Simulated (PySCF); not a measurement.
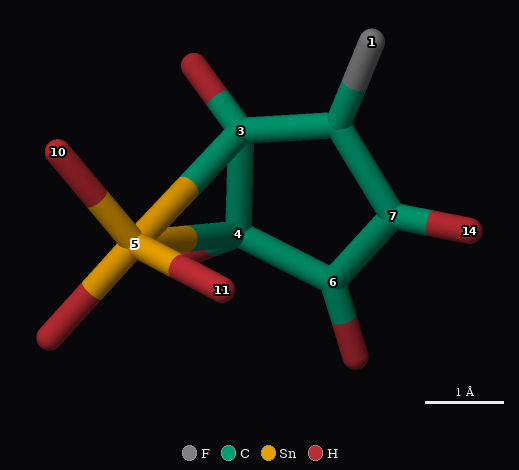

Fig. 1: The structure as given in the input (stick view, seen at a tilt; atoms are numbered from 1 in the order of the input). Sticks mark near contacts. Bond lengths as drawn: C–C 1.39 to 1.48 Å, C–F 1.35 Å, C–H 1.07 to 1.08 Å, C–Sn 2.44 Å and H–Sn 1.68 to 1.71 Å.

## Saddle-point search, with input and output: C$_{5}$H$_{7}$FSn

C$_{5}$H$_{7}$FSn, computed with B3LYP-D3(BJ)/def2-SVP saddle search from the GFN2-xTB point and Hessian, gas phase (PySCF 2.14.0).

### Input file
```
{"job": {"xc": "B3LYP", "basis": "def2-SVP", "kind": "refine"}, "charge": 0, "multiplicity": 1}
F      0.194482     1.377272     2.405755
C      0.446143     0.899228     1.172706
C     -0.395796     1.083765     0.080579
C      0.286967     0.421604    -1.047910
Sn    -1.513730    -1.049818    -0.320374
C      1.476094    -0.109038    -0.551804
C      1.564771     0.165233     0.809949
H     -1.139390     1.854537    -0.011481
H      0.086679     0.647372    -2.080754
H     -3.057086    -0.660241     0.288338
H     -0.685421    -2.063845     0.724302
H     -1.847810    -1.827945    -1.800623
H      2.214200    -0.628556    -1.133949
H      2.369900    -0.109567     1.465268
```

The first line tells a small driver script what to run in PySCF; the rest is the geometry in Å.

Run as:
```bash
OMP_NUM_THREADS=1 python <driver script> task.json out
```

### What the program printed
```
step      E/eV     max force
  0    -13841.72044   1.1715
  1    -13841.80640   0.3047
  2    -13841.80898   0.1560
  3    -13841.81964   0.0391
  4    -13841.81932   0.0543
  5    -13841.81992   0.0086
```

### Trajectory as extended XYZ (Å, eV, eV/Å), 6 frames, from step=0 to step=5
```
14
Properties=species:S:1:pos:R:3:forces:R:3 step=0 energy=-13841.72044
F     0.1945    1.3773    2.4058    0.0490  -0.2030  -0.2410
C     0.4461    0.8992    1.1727   -0.1620   0.4650   1.0630
C    -0.3958    1.0838    0.0806   -0.1800  -0.0740  -0.3420
C     0.2870    0.4216   -1.0479   -0.4160   0.2200  -0.0680
Sn   -1.5137   -1.0498   -0.3204   -0.0650   0.0550  -0.1150
C     1.4761   -0.1090   -0.5518    0.3330  -0.2500  -0.1820
C     1.5648    0.1652    0.8099    0.3560   0.1000   0.2460
H    -1.1394    1.8545   -0.0115   -0.4950   0.3250  -0.0080
H     0.0867    0.6474   -2.0808   -0.1950   0.0080  -0.5490
H    -3.0571   -0.6602    0.2883   -0.2970   0.2420   0.1500
H    -0.6854   -2.0638    0.7243    0.3240  -0.2330   0.3410
H    -1.8478   -1.8279   -1.8006    0.0190  -0.0720  -0.3970
H     2.2142   -0.6286   -1.1339    0.3580  -0.3580  -0.3020
H     2.3699   -0.1096    1.4653    0.3700  -0.2240   0.4050
14
Properties=species:S:1:pos:R:3:forces:R:3 step=1 energy=-13841.80640
F     0.1880    1.3352    2.4220   -0.0040  -0.0220  -0.0330
C     0.4546    0.9080    1.1816   -0.0020   0.0380   0.1710
C    -0.4020    1.0860    0.0801   -0.1710   0.0820  -0.0080
C     0.2849    0.4368   -1.0569   -0.1300  -0.0080  -0.1960
Sn   -1.5179   -1.0651   -0.3057   -0.1010  -0.0850  -0.0120
C     1.4882   -0.1027   -0.5669    0.1290  -0.0510  -0.0630
C     1.5886    0.1827    0.8073    0.0920  -0.0100   0.1020
H    -1.1936    1.8328    0.0075   -0.0100  -0.0350   0.0020
H     0.0411    0.6159   -2.1059   -0.0090  -0.0260   0.0310
H    -3.1027   -0.5738    0.2673    0.2790  -0.0900  -0.0830
H    -0.6383   -2.0509    0.8095   -0.1590   0.1520  -0.1790
H    -1.7931   -1.8226   -1.8645    0.0520   0.1140   0.2620
H     2.2182   -0.6531   -1.1570    0.0170  -0.0440  -0.0210
H     2.3840   -0.1293    1.4817    0.0150  -0.0160   0.0250
14
Properties=species:S:1:pos:R:3:forces:R:3 step=2 energy=-13841.80898
F     0.1824    1.2914    2.4339    0.0410  -0.0010  -0.0790
C     0.4587    0.8963    1.1835   -0.0800   0.0270   0.0600
C    -0.4172    1.0665    0.0898    0.0630   0.1090  -0.0240
C     0.2681    0.4259   -1.0593    0.0390   0.0990  -0.0350
Sn   -1.5067   -1.0574   -0.2966    0.0070   0.0690  -0.0020
C     1.4899   -0.0960   -0.5806   -0.0390  -0.0260  -0.0560
C     1.6022    0.1912    0.7952   -0.0260  -0.0260   0.0490
H    -1.2336    1.7908    0.0323    0.0940  -0.0470  -0.0020
H    -0.0011    0.5846   -2.1070    0.0430   0.0090   0.0890
H    -3.0607   -0.5088    0.2040   -0.1000  -0.0470   0.0360
H    -0.6810   -2.0033    0.8479    0.0200  -0.0980   0.0560
H    -1.7099   -1.7989   -1.8342   -0.0600  -0.1140  -0.0880
H     2.2099   -0.6570   -1.1769   -0.0040   0.0330   0.0180
H     2.3990   -0.1251    1.4680    0.0030   0.0130  -0.0220
14
Properties=species:S:1:pos:R:3:forces:R:3 step=3 energy=-13841.81964
F     0.1848    1.3154    2.4267   -0.0080   0.0060   0.0110
C     0.4555    0.9036    1.1834    0.0110  -0.0050  -0.0050
C    -0.4064    1.0846    0.0819   -0.0190   0.0000  -0.0080
C     0.2819    0.4407   -1.0621   -0.0280  -0.0020  -0.0170
Sn   -1.5150   -1.0551   -0.3041    0.0390  -0.0010   0.0030
C     1.4904   -0.0978   -0.5750    0.0210  -0.0070  -0.0050
C     1.5931    0.1844    0.8031    0.0150  -0.0140   0.0230
H    -1.2066    1.8224    0.0160    0.0040  -0.0020  -0.0030
H     0.0275    0.6105   -2.1094    0.0030   0.0000   0.0100
H    -3.0788   -0.5669    0.2456   -0.0210   0.0100   0.0080
H    -0.6704   -2.0273    0.8174    0.0030  -0.0010  -0.0020
H    -1.7585   -1.8236   -1.8347   -0.0040   0.0040  -0.0080
H     2.2155   -0.6560   -1.1665   -0.0050   0.0050   0.0040
H     2.3871   -0.1349    1.4778   -0.0100   0.0060  -0.0090
14
Properties=species:S:1:pos:R:3:forces:R:3 step=4 energy=-13841.81932
F     0.1729    1.3364    2.4188    0.0110  -0.0090  -0.0060
C     0.4490    0.9119    1.1804   -0.0360   0.0070   0.0080
C    -0.4078    1.0856    0.0747    0.0150   0.0360   0.0000
C     0.2807    0.4277   -1.0608    0.0450   0.0300   0.0050
Sn   -1.5069   -1.0612   -0.3091   -0.0430   0.0140  -0.0010
C     1.4911   -0.1047   -0.5639   -0.0130  -0.0090  -0.0290
C     1.5876    0.1864    0.8114    0.0050   0.0040   0.0030
H    -1.2061    1.8250   -0.0017    0.0050  -0.0290   0.0080
H     0.0403    0.6032   -2.1104   -0.0110  -0.0130   0.0030
H    -3.0553   -0.5760    0.2961    0.0150  -0.0080  -0.0060
H    -0.6354   -2.0526    0.7724    0.0000  -0.0110   0.0070
H    -1.8058   -1.7873   -1.8507    0.0070  -0.0120  -0.0010
H     2.2180   -0.6668   -1.1494   -0.0040   0.0000   0.0080
H     2.3777   -0.1277    1.4922    0.0030   0.0000   0.0000
14
Properties=species:S:1:pos:R:3:forces:R:3 step=5 energy=-13841.81992
F     0.1799    1.3246    2.4236   -0.0010   0.0000   0.0010
C     0.4529    0.9076    1.1823    0.0030   0.0000   0.0020
C    -0.4063    1.0860    0.0788   -0.0080   0.0030  -0.0010
C     0.2819    0.4358   -1.0615   -0.0040   0.0000  -0.0060
Sn   -1.5111   -1.0576   -0.3065    0.0010   0.0050  -0.0010
C     1.4911   -0.1006   -0.5702    0.0020   0.0000   0.0010
C     1.5912    0.1858    0.8068   -0.0030   0.0000  -0.0010
H    -1.2080    1.8217    0.0090    0.0040  -0.0040   0.0010
H     0.0318    0.6056   -2.1097    0.0010   0.0000   0.0050
H    -3.0682   -0.5686    0.2674   -0.0010   0.0000   0.0000
H    -0.6570   -2.0411    0.7972    0.0030  -0.0010   0.0020
H    -1.7788   -1.8077   -1.8424    0.0000  -0.0010  -0.0040
H     2.2166   -0.6612   -1.1585    0.0000   0.0000   0.0000
H     2.3839   -0.1304    1.4837    0.0020  -0.0010   0.0020
```

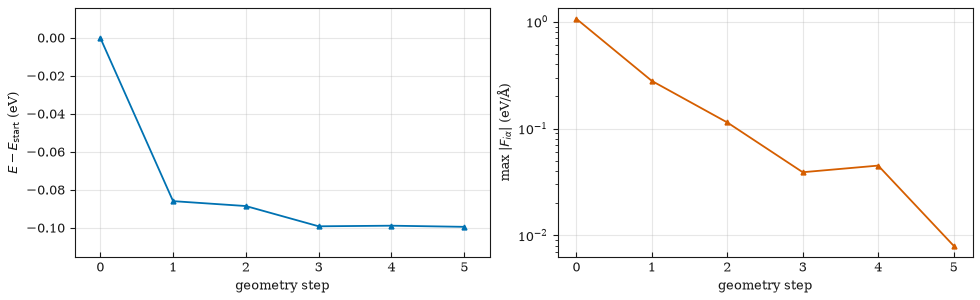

Fig. 2: Progress of the saddle-point search, step by step (steps are counted from 0).

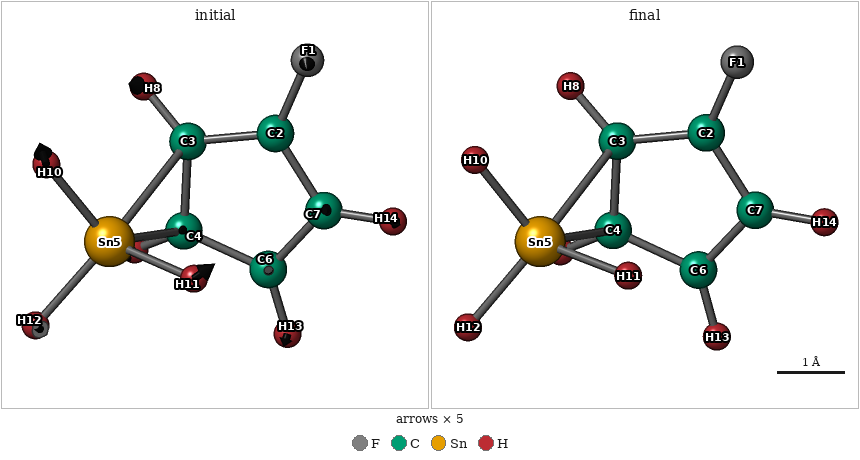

Fig. 3: Before (left) and after (right) the saddle-point search, at one scale (ball-and-stick view, seen at a tilt). The black arrows give the displacements, magnified 5 times. The largest move after the best rigid fit is that of H10, 0.095 Å. Largest moves by element: H 0.095 Å, F 0.057 Å, C 0.033 Å, Sn 0.016 Å. Among the contacts that change: Sn5–H11 1.675 → 1.707 Å, Sn5–H10 1.704 → 1.730 Å, Sn5–H12 1.705 → 1.730 Å, C2–C3 1.391 → 1.410 Å. Among the angles that change: C4–Sn5–H10 129.6° → 126.0°, Sn5–C4–H9 106.0° → 102.9°, C3–Sn5–H12 129.1° → 126.2°. The energy falls by 0.099 eV in 5 geometry steps. Largest force component: 1.1 eV/Å at the start, 0.008 eV/Å at the end. (Atoms are counted from 1 in the order of the input.)

### Results in brief

```tsv
quantity	value
outcome	converged
total energy	−508.677504 hartree
hardware	1 CPU thread, shared host
wall time	71 s
peak memory	0.62 GiB
```
